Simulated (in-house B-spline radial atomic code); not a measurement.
Level of theory: non-relativistic B97-1, spin-polarised, spherical fractional occupations, point nucleus, basis-set limit. Computed with an in-house B-spline radial code. The occupation of the 4p shell is varied from Te⁺ ([Ar] 3d10 4s2 4p5 4d10 5s2 5p4 (high spin)) to Te ([Kr] 4d10 5s2 5p4 (high spin)), with spherical fractional occupations. Wanted, and plotted below: the total energy less the straight line between the end points, and the eigenvalue of 4p↓ (the dashed line is minus the energy to take the whole electron out).

The curve is convex (below the straight line), with the largest deviation among the points computed, −1.85 eV, at 0.49. The end points differ by 123.8 eV, the energy to take the electron out. The eigenvalue, which is the slope of the energy (Janak's theorem), moves from −131.3 eV at 0 to −116.6 eV at 1; for a straight line it would stay constant, and a parabola would sag by an eighth of this change, scaled to a whole electron, 1.84 eV. Convexity is the mark of the delocalisation error, which puts fractional charges too low; for p, d and f shells the spherical spreading of the fraction adds to it. The shell lies under occupied ones, so the straight line is a guide here rather than an exact condition. Exact exchange at spherical fractional occupations leaves self-interaction in partly filled shells, which adds to the curvature.

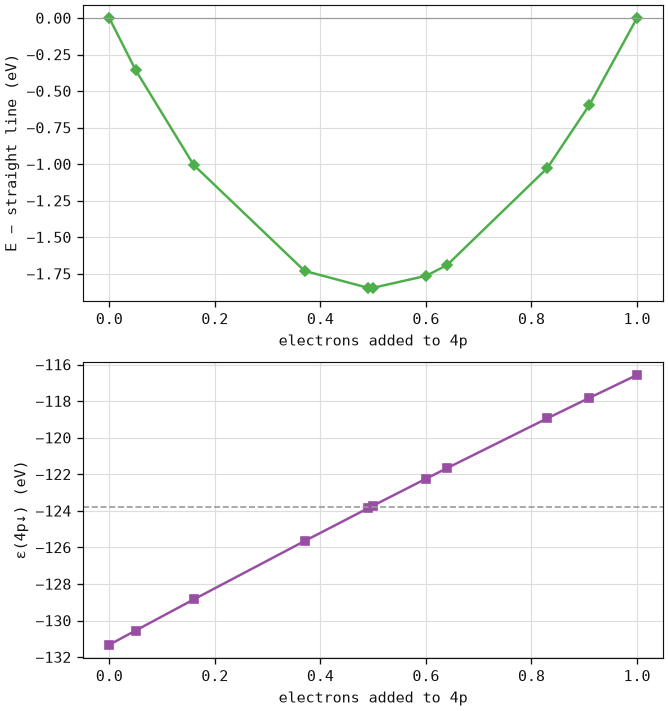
